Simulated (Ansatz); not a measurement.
Cost and result by functional for the adsorption energy of CO on the 1x1 (111) surface of fcc Rh, one in a 2x2 cell, started at the site 'top Rh', in Ansatz (plane waves, PAW). Single points on the PBE structure, on one kind of machine; costs are rough ratios of the slab run's core time (references not counted) to the cheapest single point. r2SCAN's cost holds its higher cutoff (500 against 420 eV). Differences are taken against r2SCAN for comparison alone: no measured value is at hand, so the table doesn't rank accuracy.

Slab: 18 atoms, 6.5 Å thick at the start under the adsorbate (thin: gaps and levels are the slab's own); k 6x6x1, smearing 0.1 eV, dipole-corrected; 8 atoms held, the rest relaxed; symmetry of the start imposed; no spin, no spin-orbit, no U, no dispersion correction. At the end it is bonded to Rh. In PBE it is, or lies within 0.03 eV of, the lowest of the starts that converged. These notes are the PBE run's. Adsorption energies are against CO(g). A negative adsorption energy means that the adsorbate is more stable on the surface than in its reference.

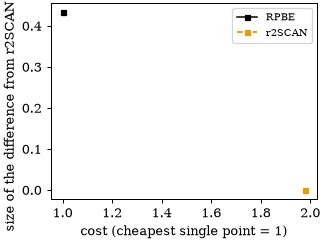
Figure. Difference from r2SCAN against cost

```csv
functional,relative cost,adsorption energy (eV),less r2SCAN (eV)
RPBE,1,-1.59,0.43
r2SCAN,2,-2.03,0.00
PBE (the relaxed run's value),–,-1.88,0.15
```

The values span 0.43 eV, while the single points' costs differ by a factor of roughly 2. Differences are of unrounded values.

Ansatz is a program for electronic structure.
